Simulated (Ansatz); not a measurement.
The calculation's input:

```
crystal:
  periodic: [false, false, false]
  atoms:
    - {symbol: Ag, position_ang: [-0.304564, -1.837493, 1.294575]}
    - {symbol: B, position_ang: [-0.283340, 1.336915, -0.337671]}
    - {symbol: B, position_ang: [-0.528212, 0.005513, 0.294714]}
    - {symbol: Ge, position_ang: [1.429461, 0.212006, 0.610238]}
    - {symbol: H, position_ang: [0.018926, 2.391348, -0.815796]}
basis:
  gaussian: {orbitals: def2-TZVPD}
hamiltonian: {xc: {name: PBE0}}
output: {forces: true, orbitals: {seedname: orbitals}}
```

Run with:

```sh
ansatz run input.yaml --threads 2 --pin off --max-ram 4350MiB --events-out events.jsonl --progress --plain --runs-dir runs
```

Geometry: PBE0-D3(BJ)/def2-SVP; core potentials replace the inner electrons of Ag.

The calculation used Ansatz, isolated molecule in a Gaussian basis; Kohn-Sham density functional theory, functional PBE0.

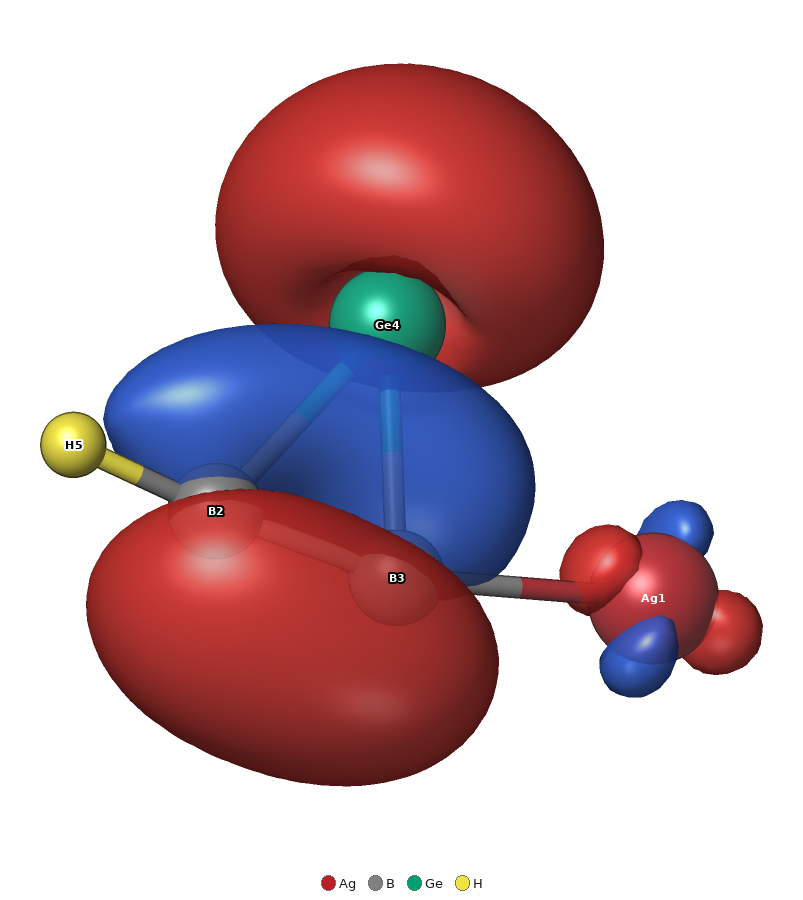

AgB2GeH. One frontier orbital at ±0.1 Å⁻³ᐟ² (blue and red are the two phases), seen at a tilt.

Which orbital is it: HOMO or LUMO?

Answer. The HOMO, at −5.83 eV. By Hirshfeld shares it lies mainly on Ge4 (about 45 %), B3 (about 25 %) and B2 (about 25 %); it is symmetric in the molecular plane (an in-plane orbital: σ, lone-pair or in-plane π type).
